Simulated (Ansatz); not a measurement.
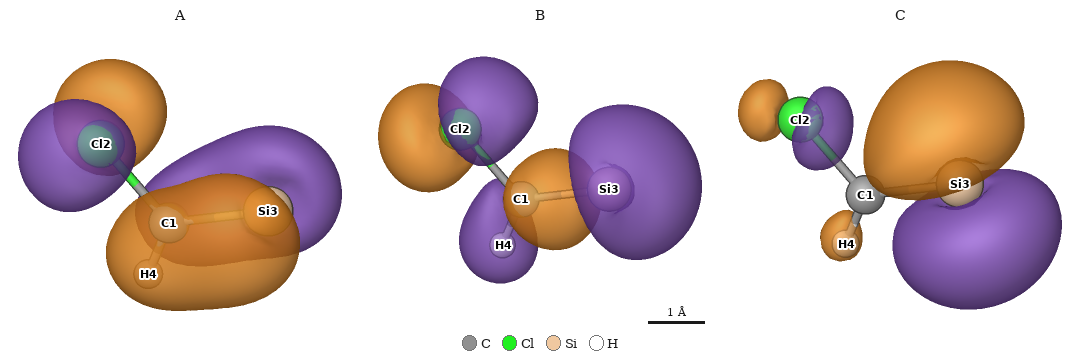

Figure. CHClSi (charge +1, doublet). Three frontier orbitals at ±0.1 Å⁻³ᐟ² (orange and purple are the two phases), in no order.

Geometry: PBE0-D3(BJ)/pcseg-1.

All numbers below come from isolated molecule in a Gaussian basis; Kohn-Sham density functional theory, functional PBE0 (Ansatz 0.2.0).

> Which picture is the HOMO−1, the HOMO and the LUMO? All are α orbitals.

B is the HOMO−1 (α) (−14.25 eV). By Hirshfeld shares it lies mainly on Si3 (about 40 %), Cl2 (about 35 %) and C1 (about 20 %); it is symmetric in the molecular plane (an in-plane orbital: σ, lone-pair or in-plane π type). A is the HOMO (α) (−13.26 eV). It lies mainly on Si3 (about 35 %), C1 (about 35 %) and Cl2 (about 30 %); it changes sign across the molecular plane (π type); π-bonding across C1–Si3; π-antibonding (a node) across C1–Cl2. C is the LUMO (α) (−9.34 eV). It lies mainly on Si3 (about 85 %) and Cl2 (about 5 %); it is symmetric in the molecular plane (an in-plane orbital: σ, lone-pair or in-plane π type).

> What is the gap between the highest occupied and lowest empty α orbitals?

3.92 eV between the orbital energies.
